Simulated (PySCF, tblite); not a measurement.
# C₄H₁₄Si₃: geometry, infrared bands and NMR shifts

What infrared bands and NMR shifts should C₄H₁₄Si₃ (`C[C@]1([SiH3])C[Si@H]([SiH3])C1`) show?

Programs: tblite 0.8.0 and PySCF 2.14.0, with density-fitted response routines of our own. Each step states its level of theory. These are calculated values for one molecule in the gas phase, unless marked as measured. Atoms count from 0, in the outputs and in this text.

### 1 Starting geometry

21 atoms, charge 0, multiplicity 1; geometry from: force field or distance geometry start.

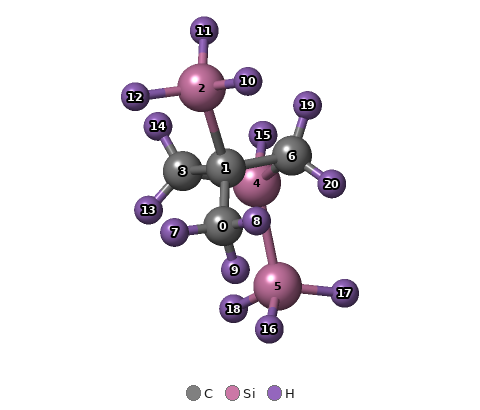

The starting geometry (carbon grey, silicon pink, hydrogen purple), atoms numbered.

### 2 Relaxing the molecule with GFN2-xTB

What the job is given:

```
{"job": {"kind": "relax", "xc": "GFN2-xTB", "basis": "xTB"}, "charge": 0, "multiplicity": 1}
C     -0.830600     0.349700    -1.599500
C     -0.801600     0.056700    -0.108300
Si    -2.757700    -0.004800     0.584200
C      0.037500     1.055000     0.794300
Si     1.376300    -0.261700     1.023000
Si     3.149000    -0.058200    -0.374800
C     -0.057600    -1.272300     0.336700
H     -1.308100     1.324000    -1.795100
H     -1.381800    -0.426000    -2.145100
H      0.164000     0.394300    -2.019900
H     -3.483000    -1.074000    -0.161800
H     -2.747800    -0.295400     2.038700
H     -3.385500     1.326300     0.327400
H      0.367300     1.963400     0.298600
H     -0.410800     1.330300     1.766200
H      1.683100    -0.555400     2.453400
H      2.721300     0.240700    -1.760100
H      3.948100    -1.319500    -0.398400
H      4.046800     1.048800     0.077300
H     -0.534600    -1.858100     1.137000
H      0.197000    -1.946900    -0.474200
```

Command:

```console
OMP_NUM_THREADS=1 python probes_run.py task.json out
```

One launch serves the whole session: the jobs run in the order shown.

**Question.** This job is followed by: GFN2-xTB harmonic vibrations, gas phase; GIAO PBE0/pcSseg-1 NMR shielding, non-relativistic, gas phase. Predict these results of the whole session: strongest single infrared mode (GFN2-xTB); zero-point energy (GFN2-xTB); 13C shifts against TMS (PBE0/pcSseg-1, means over atoms taken as alike); 1H shifts against TMS (PBE0/pcSseg-1, means over atoms taken as alike); 29Si shifts against TMS (PBE0/pcSseg-1).

The runs gave:

```
                                                               quantity                                   value
                              strongest single infrared mode (GFN2-xTB)                    763 cm⁻¹, 910 km/mol
                                           zero-point energy (GFN2-xTB)                           97.2 kcal/mol
13C shifts against TMS (PBE0/pcSseg-1, means over atoms taken as alike)                    32.9, 25.5, 21.3 ppm
 1H shifts against TMS (PBE0/pcSseg-1, means over atoms taken as alike)  5.24, 3.82, 3.64, 1.91, 1.54, 1.00 ppm
                                29Si shifts against TMS (PBE0/pcSseg-1)                -35.0, -54.4, -111.7 ppm
```

Relaxing lowered the energy by 0.488 eV in 45 steps; the close pair that moved most is C1–Si2, from 2.076 to 1.906 Å. The lowest mode is imaginary (56i cm⁻¹), so the xTB geometry is not a minimum. The strongest single mode, at 763 cm⁻¹, has its largest shares on H17, H18 and H16 (the list is cut at 3 atoms). Unscaled tight-binding wavenumbers are off by several per cent, some by more. Its intensities can rank the bands wrongly. At PBE0/pcSseg-1: The widest tensor belongs to Si2: span 109 ppm, with a paramagnetic part of -478 ppm.
